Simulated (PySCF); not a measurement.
## Electronic structure of C5H10AlClO in real space

Input file:

```
{"job": {"kind": "nmr", "xc": "PBE0", "basis": "pcSseg-1"}, "charge": 0, "multiplicity": 1}
C      3.790684     0.425962     1.244805
C      2.493157     0.639816     1.056396
Al     1.455236    -0.332508    -0.322348
Cl     2.319082    -1.722962    -1.534868
O     -0.142079     0.034130    -0.451700
C     -1.508693     0.275210    -0.618780
C     -1.833869     0.383665    -2.106873
C     -2.312727    -0.840688     0.044052
H      4.337284    -0.291805     0.649841
H      4.370765     0.948892     1.994845
H      1.994012     1.373823     1.684977
H     -1.745014     1.230775    -0.126869
H     -1.606021    -0.559311    -2.598909
H     -2.884874     0.620095    -2.249665
H     -1.227669     1.165238    -2.560001
H     -3.377850    -0.646292    -0.048960
H     -2.077068    -1.790796    -0.430718
H     -2.053115    -0.906926     1.098359
```

Run with:

```sh
OMP_NUM_THREADS=1 python probes_run.py task.json out
```

Geometry: GFN2-xTB.

These are results of PBE0/pcSseg-1, SCF density, gas phase, non-relativistic (PySCF), not measurements.

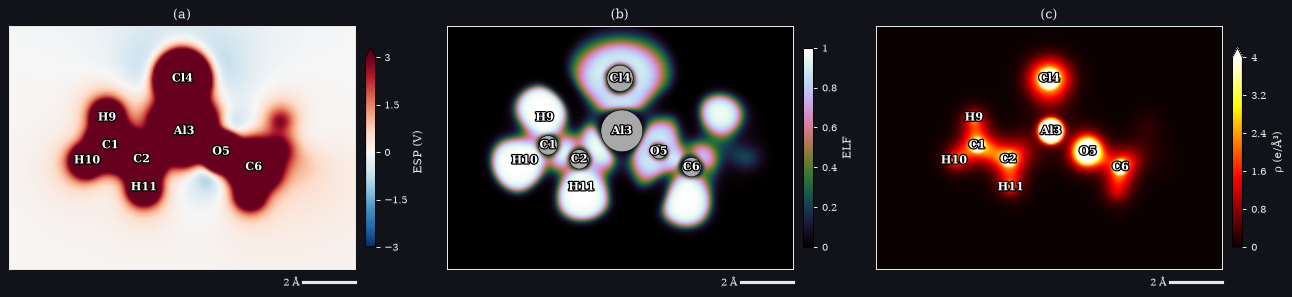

Figure 1. (a) molecular electrostatic potential; (b) electron localisation function; (c) electron density on the plane of atoms C1, C2 and H11. Grey discs cover the atomic cores in the ELF map.

What does the map show?

- The plane passes through C, Al, Cl, O and H nuclei.
- C–C (1.33 Å): the density is about 2.3 e/Å³ at the midpoint; the ELF peaks at about 0.95 between the atoms: a multiple bond.
- C–O (1.40 Å): ρ is about 2 e/Å³ halfway, with its minimum of 1.7 e/Å³ about 0.5 Å from C; the ELF peaks at about 0.90 between the atoms; a shared but strongly polarised pair.
- Al–O (1.64 Å): the density is about 0.88 e/Å³ at the midpoint; the ELF peaks at about 0.80 in the valence shell of O, 0.5 Å from its nucleus, and is about 0.35 at the midpoint.
- C–Al (1.98 Å): ρ at the midpoint is about 0.69 e/Å³; the ELF peaks at about 0.95 between the atoms: a shared but strongly polarised pair.
- Al–Cl (2.04 Å): ρ is about 0.82 e/Å³ halfway; the ELF peaks at about 0.85 in the valence shell of Cl, 0.9 Å from its nucleus, and is about 0.80 at the midpoint.
- The ELF also peaks beside O5 and Cl4, away from the bonds: lone-pair regions.
- Outside the dense part of the molecule the potential is most negative (−0.8 V) near O5.

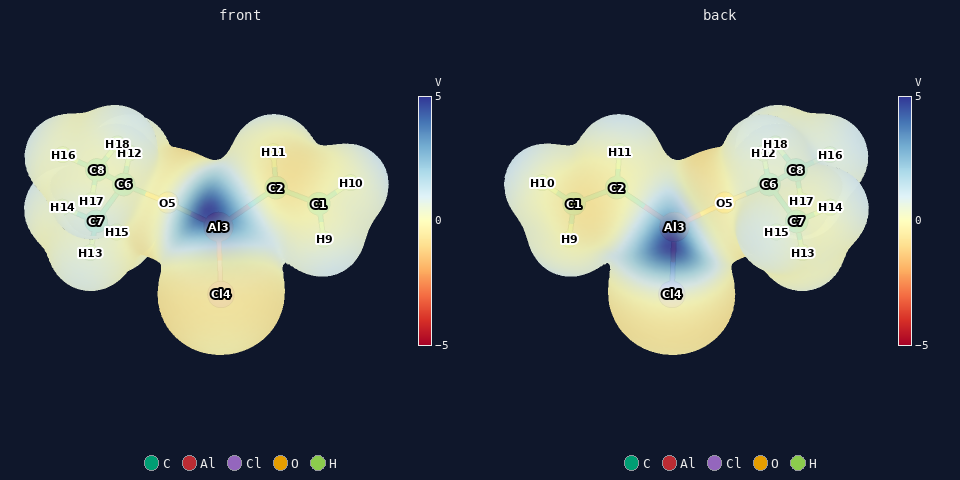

Figure 2. The electrostatic potential painted on the density surface at 0.004 e/bohr³, seen from the front and from behind; red is negative and blue positive.

Describe the electrostatic potential map.

The most negative region (about −0.6 V) lies over C1, C2, Cl4 and O5, the most positive (about +4.4 V) over Al3.

What dipole moment does the calculation give?

Its dipole moment is 1.82 D.
